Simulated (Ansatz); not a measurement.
MgSe (rock salt), conventional cell a = b = c = 5.450 Å, α = β = γ = 90.00°. The calculation uses the primitive cell of 2 atoms, to which meshes and values per cell refer.

Grid over V/V₀ and (c/a)/(c/a)₀, subscript 0 meaning the relaxed cell; the conventional c axis lies along z; no internal relaxation.

These are PBEsol (plane waves to 420 eV, PAW, scalar-relativistic; Ansatz, a program for electronic structure) values and carry that method's errors. k mesh 10×10×10 (Γ-centred), Fermi-Dirac smearing 0.05 eV. E stands for the smeared free energy. Stress and pressure are positive under compression. MgSe was relaxed with its symmetry unable to fall. ΔE is measured from the relaxed starting cell.

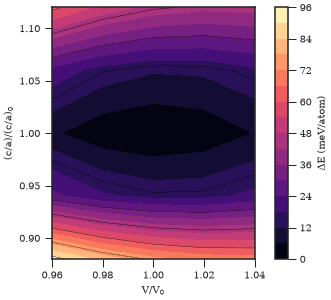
Figure. ΔE (meV/atom) over the 5×5 grid of computed points.

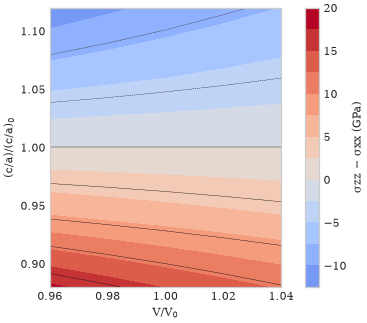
Figure. σzz − σxx (GPa) over the 5×5 grid of computed points.

The shear modulus C′ = (C11 − C12)/2 (fit, atoms clamped) comes out as 46 GPa. Highest place on the grid: V/V₀ = 0.960, (c/a)/(c/a)₀ = 0.880 (93.1 meV/atom). Lowest place on the grid: V/V₀ = 1.000, (c/a)/(c/a)₀ = 1.000 (0.0 meV/atom).

Near the relaxed cell σzz − σxx = −2Cδ (compression positive), C being this modulus and δ the logarithm of the ratio.

(Under strain, the slope of the energy per volume gives the stress and its curvature an elastic modulus.)
